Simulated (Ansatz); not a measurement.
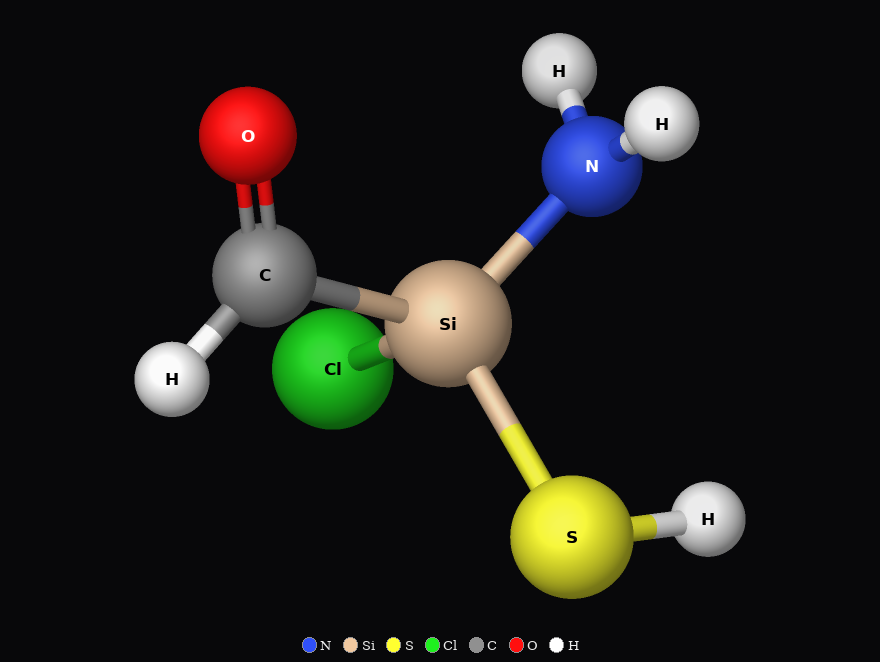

Figure made from data computed with Ansatz.

A ball-and-stick model of a molecule. Double and triple bonds are drawn as two and three sticks.

**Give the formula.**

CH₄ClNOSSi, 10 atoms: 1 carbon, 4 hydrogen, 1 chlorine, 1 nitrogen, 1 oxygen, 1 sulfur and 1 silicon.

**Write the SMILES.**

N[Si@](S)(Cl)C=O

**Describe its rings.**

It has no ring.

**Name functional groups in it.**

Among them: Si–N bond.

**How many atoms are distinct by symmetry?**

10: 1 N, 1 Si, 1 S, 1 Cl, 1 C, 1 O, 1 H, 1 H, 1 H, 1 H.
